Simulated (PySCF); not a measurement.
# Sn(OH)H3 (SnH₄O): a look at the electrons

Aim: take Sn(OH)H3 (SnH₄O) and localise its valence orbitals and compute its lowest excited states.

Computed with PySCF 2.14.0. Level: levels as typed in each script, gas phase, geometry from GFN2-xTB.

### 1 Where the work starts

6 atoms, charge 0, spin multiplicity 1.

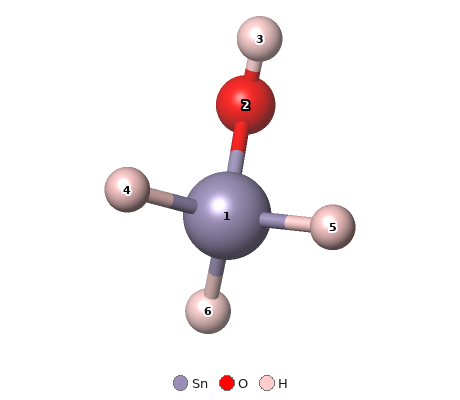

The geometry (tin purple, oxygen red, hydrogen pink); atoms are numbered from 1 in the order of the file.

As a file:

```xyz
6
charge 0, multiplicity 1
Sn   -0.2669    0.0015    0.0001
O     1.6688   -0.1015   -0.0002
H     2.1651    0.7130   -0.0026
H    -0.7571    0.7781   -1.3903
H    -0.7529    0.8398    1.3560
H    -0.6602   -1.5943    0.0346
```

### 2 Localised orbitals (CAM-B3LYP/def2-tzvp)

input.py reads:

```python
import numpy as np
from pyscf import gto, scf, dft, lo
from pyscf.data.elements import chemcore

def solve(mol, dm0=None, hcore=None):
    mf = (dft.UKS if mol.spin else dft.RKS)(mol, xc='camb3lyp')
    mf.grids.level = 3
    mf = mf.density_fit(auxbasis='def2-universal-jkfit')
    mf.conv_tol, mf.max_cycle = 1e-8, 80
    if hcore is not None:
        mf.get_hcore = lambda *args: hcore
    mf.kernel(dm0)
    if not mf.converged:
        mf = mf.newton().run(mf.mo_coeff, mf.mo_occ, max_cycle=30)
    assert mf.converged, 'SCF not converged'
    return mf

mol = gto.M(atom='''
Sn    -0.26691     0.00151     0.00007
O      1.66879    -0.10148    -0.00016
H      2.16508     0.71301    -0.00264
H     -0.75705     0.77814    -1.39030
H     -0.75293     0.83976     1.35599
H     -0.66019    -1.59432     0.03456
''', basis='def2-tzvp', ecp={'Sn': 'def2-tzvp'}, charge=0, spin=0, verbose=4)
mf = solve(mol)
occ_all = mf.mo_coeff[:, mf.mo_occ > 0]
occ = occ_all[:, chemcore(mol):]
bo = lo.Boys(mol, occ)
loc = bo.kernel()
for _ in range(5):
    new, stable = bo.stability(return_status=True)
    if stable:
        break
    loc = bo.kernel(new)
fock, s = mf.get_fock(), mf.get_ovlp()
ortho = lo.orth_ao(mol, 'meta_lowdin')
labels = mol.ao_labels(fmt=None)
vir = loc[:, :0]
both = np.hstack([loc, vir])
p = (ortho.T @ s @ both) ** 2
pop = np.array([p[[l[0] == a for l in labels]].sum(0) for a in range(mol.natm)])
spd = np.array([[p[[l[0] == a and l[2][-1] == k for l in labels]].sum(0) for k in 'spd'] for a in range(mol.natm)])
eps = np.einsum('pi,pq,qi->i', both, fock, both)
for i in np.argsort(eps):
    top = np.argsort(-pop[:, i])[:3]
    print('%3d %s %9.4f Eh ' % (i + 1, 'occ' if i < loc.shape[1] else 'vir', eps[i]), '  '.join('%s%d %.3f' % (mol.atom_symbol(a), a + 1, pop[a, i]) for a in top))
np.savez('result.npz', c=both, nocc=loc.shape[1], pop=pop, spd=spd, eps=eps, e=mf.e_tot)
```

Started as:

```sh
$ OMP_NUM_THREADS=1 python input.py
```

### 3 Excited states (HF/def2-svpd)

input.py reads:

```python
import numpy as np
from pyscf import gto, scf, dft, tdscf
from pyscf.scf import atom_ks, atom_hf
from scipy.linalg import block_diag

def solve(mol, dm0=None, hcore=None):
    mf = scf.UHF(mol) if mol.spin else scf.RHF(mol)
    mf = mf.density_fit(auxbasis='def2-universal-jkfit')
    mf.conv_tol, mf.max_cycle = 1e-8, 80
    if hcore is not None:
        mf.get_hcore = lambda *args: hcore
    mf.kernel(dm0)
    if not mf.converged:
        mf = mf.newton().run(mf.mo_coeff, mf.mo_occ, max_cycle=30)
    assert mf.converged, 'SCF not converged'
    return mf

mol = gto.M(atom='''
Sn    -0.26691     0.00151     0.00007
O      1.66879    -0.10148    -0.00016
H      2.16508     0.71301    -0.00264
H     -0.75705     0.77814    -1.39030
H     -0.75293     0.83976     1.35599
H     -0.66019    -1.59432     0.03456
''', basis='def2-svpd', ecp={'Sn': 'def2-svpd'}, charge=0, spin=0, verbose=4)
mf = solve(mol)
td = mf.TDA()
td.nstates, td.singlet, td.conv_tol = 5, True, 1e-5
td.kernel()
td.analyze()
x, y = np.array([p[0] for p in td.xy]), np.array([p[1] + 0 * p[0] for p in td.xy])
f, mu = td.oscillator_strength(), td.transition_dipole()
nto = [td.get_nto(state=i + 1, verbose=4) for i in range(len(td.e))]
# spherically averaged free atoms, for the promolecule
atm = scf.atom_hf.get_atm_nrhf(mol)
pro = block_diag(*[(atm[a[0]][2] * atm[a[0]][3]) @ atm[a[0]][2].T for a in mol._atom])
np.savez('result.npz', e=td.e, f=f, ok=td.converged, w=[n[0] for n in nto], nto=[n[1] for n in nto], x=x, y=y, c=mf.mo_coeff, occ=mf.mo_occ, eps=mf.mo_energy, pro=pro, mu=mu)
```

(Steps that only read results are left out.)

Q: Predict the outcome of this session. Wanted: lowest singlet excitation.

As calculated:

| quantity | value |
| --- | --- |
| localised occupied orbitals above −45 eV (CAM-B3LYP/def2-tzvp) | 12 |
| lowest singlet excitation (HF/def2-svpd) | 7.78 eV |

In words: The geometry was not optimised at these levels.
